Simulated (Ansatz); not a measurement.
System: C$_{2}$H$_{5}$In.

Input

```
crystal:
  periodic: [false, false, false]
  atoms:
    - {symbol: C, position_ang: [0.730261, 2.731610, -0.665888]}
    - {symbol: C, position_ang: [-0.416158, -1.070608, 0.210061]}
    - {symbol: In, position_ang: [0.532317, 0.754005, -0.411419]}
    - {symbol: H, position_ang: [0.738730, 3.054802, -1.719690]}
    - {symbol: H, position_ang: [1.559452, 3.181651, -0.095864]}
    - {symbol: H, position_ang: [-0.576269, -1.037973, 1.298850]}
    - {symbol: H, position_ang: [0.197050, -1.945581, -0.043753]}
    - {symbol: H, position_ang: [-1.396020, -1.152388, -0.285201]}
basis:
  gaussian:
    orbitals: def2-TZVPD
hamiltonian:
  xc: pbe0
output: {forces: true, orbitals: {seedname: orbitals}}
```

Run with:

```sh
ansatz run input.yaml --threads 1 --pin off --max-ram 2610MiB --events-out events.jsonl --progress --plain --runs-dir runs
```

Geometry: r2SCAN-D4/def2-SVP; core potentials replace the inner electrons of In.

The calculation used isolated molecule in a Gaussian basis; Kohn-Sham density functional theory, functional PBE0 (Ansatz).

What can the converged electron density and electron localisation function tell about the bonding?

C–In (2.00 Å): ρ is about 0.87 e/Å³ halfway; the ELF peaks at about 0.80 in the valence shell of C, 0.6 Å from its nucleus, and drops to about 0.25 between the two atoms.
C–H (1.10 Å): ρ is about 1.9 e/Å³ halfway; the ELF climbs to about 1 towards the hydrogen, as it does in any bond to H (an ordinary covalent bond to hydrogen).
C–In (2.15 Å): ρ is about 0.69 e/Å³ halfway; the ELF peaks at about 0.90 in the valence shell of C, 0.7 Å from its nucleus, and drops to about 0.20 between the two atoms.

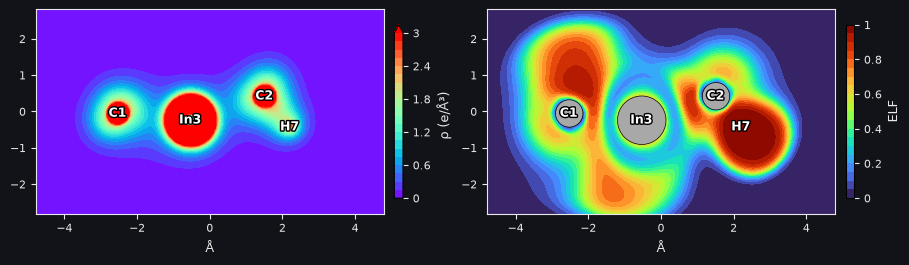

Computed electron density and electron localisation function on the plane of atoms In3, C2 and H7, in this order. Grey discs cover the atomic cores in the ELF map. 
